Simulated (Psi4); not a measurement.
# triplet GeH3O2F at 4 levels

Wanted: a comparison of 4 runs (U-revPBE/def2-SVP, UM06-L/def2-SVP, UPBE/def2-SVP, USVWN5/def2-SVP) of triplet GeH3O2F. 

The calculation is run with Psi4 1.11.

### 1 The system as given

GeH3O2F: 7 atoms, total charge 0, spin state triplet. As SMILES of the parent species, `[OH][GeH]([OH])[F]`. The shape is that of a PBE0-D4/def2-TZVP optimisation. This is one conformer, not always the lowest. That shape belongs to the parent species and isn't relaxed for this state.

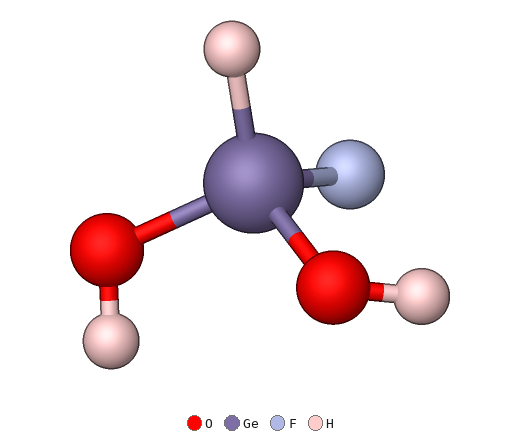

Viewed from a chosen angle; oxygen red, germanium purple, fluorine light blue, hydrogen pink.

### 2 Energy and forces at U-revPBE/def2-SVP (run 1)

fgeh3o2.xyz reads:

```xyz
7
FGeH3O2
O     -0.352900     1.140300    -0.859300
Ge    -0.107500    -0.026800     0.432400
O      1.518200    -0.656000     0.307600
F     -1.260300    -1.284500     0.113200
H     -1.209200     1.041800    -1.283900
H     -0.331400     0.485800     1.847500
H      1.804400    -0.768700    -0.603100
```

run_ase.py reads:

```python
import numpy as np
from ase.calculators.psi4 import Psi4
from ase.io import read

a = read('fgeh3o2.xyz')
calc = Psi4(atoms=a, method='revpbe', basis='def2-SVP', memory='2200MB', num_threads=1, charge=0, multiplicity=3, label='psi4-calc', reference='uks')
calc.psi4.set_options({'puream': True, 'e_convergence': 1e-09, 'd_convergence': 1e-08, 'scf_type': 'pk', 'dft_radial_points': 99, 'dft_spherical_points': 590, 'maxiter': 100})
a.calc = calc

forces = a.get_forces()
print(f'energy: {a.get_potential_energy():.6f} eV')
print('forces / eV A^-1')
print(np.round(forces, 5))
```

Started as:

```
python run_ase.py
```

psi4-calc.dat:

```text
[...]
  Running in c1 symmetry.
[...]
  Nuclear repulsion =  327.327915065786726
[...]
  Multiplicity = 3
[...]
  Nalpha       = 31
  Nbeta        = 29
[...]
    Number of basis functions: 89
[...]
   @UKS iter   1: -2326.52086664235458   -1.35136e+00   2.93417e-02 DIIS/ADIIS
[...]
   @UKS iter  23: -2328.22423605534141   -2.72848e-12   3.89218e-10 DIIS
[...]
   @S^2 Observed:                2.003284604E+00
[...]
    Orbital Energies [Eh]
    ---------------------
    Alpha Occupied:
       1A   -397.080562     2A    -49.188455     3A    -43.807374
       4A    -43.807132     5A    -43.806745     6A    -24.248762
       7A    -18.844229     8A    -18.823487     9A     -6.018474
      10A     -4.235038    11A     -4.234417    12A     -4.232156
      13A     -1.153033    14A     -1.148602    15A     -1.140773
      16A     -1.137527    17A     -1.136674    18A     -1.024727
      19A     -0.959858    20A     -0.937259    21A     -0.560418
      22A     -0.494547    23A     -0.443980    24A     -0.402869
      25A     -0.375899    26A     -0.365568    27A     -0.349626
      28A     -0.335495    29A     -0.324705    30A     -0.319668
      31A     -0.046139
[...]
  @UKS Final Energy: -2328.22423605534141
   => Energetics <=
    Nuclear Repulsion Energy =            327.3279150657867262
    One-Electron Energy =               -3893.8254534704051366
    Two-Electron Energy =                1345.8680073989467019
    DFT Exchange-Correlation Energy =    -107.5947050496697273
    Empirical Dispersion Energy =           0.0000000000000000
    VV10 Nonlocal Energy =                  0.0000000000000000
    Total Energy =                      -2328.2242360553414073
  UHF NO Occupations:
  HONO-2 :   29  A 1.9990876
  HONO-1 :   30  A 1.0000000
[...]
 Multipole Moments:
 ------------------------------------------------------------------------------------
     Multipole            Electronic (a.u.)      Nuclear  (a.u.)        Total (a.u.)
 ------------------------------------------------------------------------------------
 L = 1.  Multiply by 2.5417464519 to convert [e a0] to [Debye]
 Dipole X            :         -1.6038913            1.6887256            0.0848342
 Dipole Y            :         -0.8699475            1.1295519            0.2596045
 Dipole Z            :          2.5220348           -2.7204787           -0.1984439
 Magnitude           :                                                    0.3375964
[...]
  -Total Gradient:
     Atom            X                  Y                   Z
    ------   -----------------  -----------------  -----------------
       1       -0.029662906654    -0.066969523736     0.030432872932
       2        0.019900425436     0.012090916995    -0.008429597220
       3       -0.065080372587     0.030349921600    -0.034640108512
       4        0.028769730899     0.031786206550    -0.002463974121
       5        0.047559561221     0.003794511673     0.031522556936
       6        0.009205582316    -0.013832947258    -0.050014267472
       7       -0.010754914170     0.002849454961     0.033599886279
[...]
```

Standard output:

```text
energy: -63354.208439 eV
forces / eV A^-1
[[ 1.52533  3.44371 -1.56492]
 [-1.02332 -0.62174  0.43347]
 [ 3.34657 -1.56066  1.78127]
 [-1.4794  -1.63451  0.1267 ]
 [-2.44561 -0.19512 -1.62096]
 [-0.47337  0.71132  2.57184]
 [ 0.55304 -0.14652 -1.72778]]
```

Run time: 27 s. Hardware: 1 thread of Intel Xeon 6975P-C (Granite Rapids), shared host; peak memory 1.1 GiB.

### 3 The energy at UM06-L/def2-SVP (run 2)

fgeh3o2.py reads:

```python
import psi4

psi4.set_memory('2200 MB')
psi4.set_num_threads(1)
psi4.set_output_file('fgeh3o2.out', False)

geom = psi4.geometry("""
0 3
O     -0.352900     1.140300    -0.859300
Ge    -0.107500    -0.026800     0.432400
O      1.518200    -0.656000     0.307600
F     -1.260300    -1.284500     0.113200
H     -1.209200     1.041800    -1.283900
H     -0.331400     0.485800     1.847500
H      1.804400    -0.768700    -0.603100
units angstrom
symmetry c1
no_reorient
no_com
""")

options = {'basis': 'def2-SVP', 'reference': 'uks', 'puream': True, 'e_convergence': 1e-09, 'd_convergence': 1e-08, 'scf_type': 'pk', 'dft_radial_points': 99, 'dft_spherical_points': 590, 'maxiter': 100}
psi4.set_options(options)

result = psi4.energy("m06-l")
print('E =', round(result, 9))
```

Started as:

```
python fgeh3o2.py
```

fgeh3o2.out:

```text
[...]
  Running in c1 symmetry.
[...]
  Nuclear repulsion =  327.327915065786726
[...]
  Multiplicity = 3
[...]
  Nalpha       = 31
  Nbeta        = 29
[...]
    Number of basis functions: 89
[...]
   @UKS iter   1: -2326.94039336168998   -1.80399e+00   2.80679e-02 DIIS/ADIIS
[...]
   @UKS iter  25: -2328.36151721885926   -2.27374e-12   6.32333e-09 DIIS
[...]
   @S^2 Observed:                2.006583000E+00
[...]
    Orbital Energies [Eh]
    ---------------------
    Alpha Occupied:
       1A   -398.078088     2A    -49.689407     3A    -44.124518
       4A    -44.123957     5A    -44.123518     6A    -24.467048
       7A    -19.066924     8A    -19.019253     9A     -6.259480
      10A     -4.385941    11A     -4.384326    12A     -4.381964
      13A     -1.193215    14A     -1.185907    15A     -1.176987
      16A     -1.173748    17A     -1.172719    18A     -1.096733
      19A     -1.042632    20A     -0.999651    21A     -0.582756
      22A     -0.520145    23A     -0.465909    24A     -0.432518
      25A     -0.403607    26A     -0.384242    27A     -0.377861
      28A     -0.352515    29A     -0.341675    30A     -0.332236
      31A     -0.041666
[...]
  @UKS Final Energy: -2328.36151721885926
   => Energetics <=
    Nuclear Repulsion Energy =            327.3279150657867262
    One-Electron Energy =               -3894.6119876410139113
    Two-Electron Energy =                1346.7581824435410454
    DFT Exchange-Correlation Energy =    -107.8356270871729947
    Empirical Dispersion Energy =           0.0000000000000000
    VV10 Nonlocal Energy =                  0.0000000000000000
    Total Energy =                      -2328.3615172188592624
  UHF NO Occupations:
  HONO-2 :   29  A 1.9983048
  HONO-1 :   30  A 1.0000000
[...]
 Multipole Moments:
 ------------------------------------------------------------------------------------
     Multipole            Electronic (a.u.)      Nuclear  (a.u.)        Total (a.u.)
 ------------------------------------------------------------------------------------
 L = 1.  Multiply by 2.5417464519 to convert [e a0] to [Debye]
 Dipole X            :         10.1295043           -9.8199618            0.3095425
 Dipole Y            :         15.0008429          -14.7111399            0.2897030
 Dipole Z            :        -19.9489770           19.6578760           -0.2911010
 Magnitude           :                                                    0.5142803
[...]
```

The script printed:

```text
E = -2328.361517219
```

It took 48 s on 1 thread of Intel Xeon 6975P-C (Granite Rapids), shared host; peak memory 1.3 GiB.

Run 3 isn't shown in full; the table further down has it.

### 4 Energy and forces at USVWN5/def2-SVP (run 4)

input.dat reads:

```
memory 2200 mb

molecule mol {
  0 3
  O     -0.66688435     2.15485470    -1.62384166
  Ge    -0.20314556    -0.05064466     0.81711758
  O      2.86898220    -1.23966034     0.58127976
  F     -2.38162183    -2.42735321     0.21391700
  H     -2.28505683     1.96871668    -2.42621937
  H     -0.62625524     0.91802895     3.49126902
  H      3.40982182    -1.45263247    -1.13969383
  units au
  symmetry c1
  no_reorient
  no_com
}

set basis def2-SVP
set reference uks
set puream true
set e_convergence 1e-09
set d_convergence 1e-08
set scf_type pk
set dft_radial_points 99
set dft_spherical_points 590
set maxiter 100

energy_value, wavefunction = gradient("scf", dft_functional={"name": "SVWN5", "x_functionals": {"LDA_X": {}}, "c_functionals": {"LDA_C_VWN": {}}}, return_wfn=True)
oeprop(wavefunction, "WIBERG_LOWDIN_INDICES", "MULLIKEN_CHARGES", "DIPOLE")
print_variables()
```

Started as:

```
psi4 -i input.dat -o output.dat -n 1
```

output.dat, cut to the lines that bear on the results:

```text
[...]
  Running in c1 symmetry.
[...]
  Nuclear repulsion =  327.327915151877448
[...]
  Multiplicity = 3
[...]
  Nalpha       = 31
  Nbeta        = 29
[...]
    Number of basis functions: 89
[...]
   @UKS iter   1: -2321.87536484994916   -1.27497e+00   2.95735e-02 DIIS/ADIIS
[...]
   @UKS iter  21: -2323.61230040194778   -1.81899e-12   9.61239e-09 DIIS
[...]
   @S^2 Observed:                2.002309903E+00
[...]
  @UKS Final Energy: -2323.61230040194778
   => Energetics <=
    Nuclear Repulsion Energy =            327.3279151518774484
    One-Electron Energy =               -3893.5178225314625706
    Two-Electron Energy =                1345.4731713060141374
    DFT Exchange-Correlation Energy =    -102.8955643283766079
    Empirical Dispersion Energy =           0.0000000000000000
    VV10 Nonlocal Energy =                  0.0000000000000000
    Total Energy =                      -2323.6123004019477776
  UHF NO Occupations:
  HONO-2 :   29  A 1.9993978
  HONO-1 :   30  A 1.0000000
[...]
  -Total Gradient:
     Atom            X                  Y                   Z
    ------   -----------------  -----------------  -----------------
       1       -0.033737384246    -0.053657969395     0.014572745611
       2        0.016906370338     0.020426528555     0.015596575984
       3       -0.044609315367     0.021376784438    -0.039414099921
       4        0.017847207153     0.019443481360    -0.006268365252
       5        0.045731515728     0.005166404135     0.028896115133
       6        0.007744335817    -0.014409057920    -0.048693688303
       7       -0.009936110927     0.001712632853     0.035325758750
[...]
 Multipole Moments:
 ------------------------------------------------------------------------------------
     Multipole            Electronic (a.u.)      Nuclear  (a.u.)        Total (a.u.)
 ------------------------------------------------------------------------------------
[...]
```

Wall time 18 s (1 thread of Intel Xeon 6975P-C (Granite Rapids), shared host); peak memory 0.55 GiB.

### 5 Overview of the runs

| run | level | task | energy (Eh) | dipole moment (D) | HOMO energy (eV) | ⟨S²⟩ | wall time |
| --- | --- | --- | --- | --- | --- | --- | --- |
| 1 | U-revPBE/def2-SVP | gradient | -2328.224236 | 0.86 | -1.26 | 2.003 | 27 s |
| 2 | UM06-L/def2-SVP | energy | -2328.361517 | 1.31 | -1.13 | 2.007 | 48 s |
| 3 | UPBE/def2-SVP | energy | -2327.903620 | 0.85 | -1.33 | 2.003 | 23 s |
| 4 | USVWN5/def2-SVP | gradient | -2323.612300 | 0.86 | -1.47 | 2.002 | 18 s |

### 6 Outcome

```
                                 quantity           value
                      run 4: total energy  -2323.61230 Eh
                     run 4: dipole moment          0.86 D
run 4: HOMO energy (highest over α and β)        -1.47 eV
                              run 4: ⟨S²⟩           2.002
          run 4: largest force on an atom      3.344 eV/Å
```

What this shows: The dipole moment (its size) runs from 0.85 D (UPBE/def2-SVP) to 1.31 D (UM06-L/def2-SVP). Totals of different functionals can't be ranked against each other. All runs together took 1.9 min, the longest 48 s.
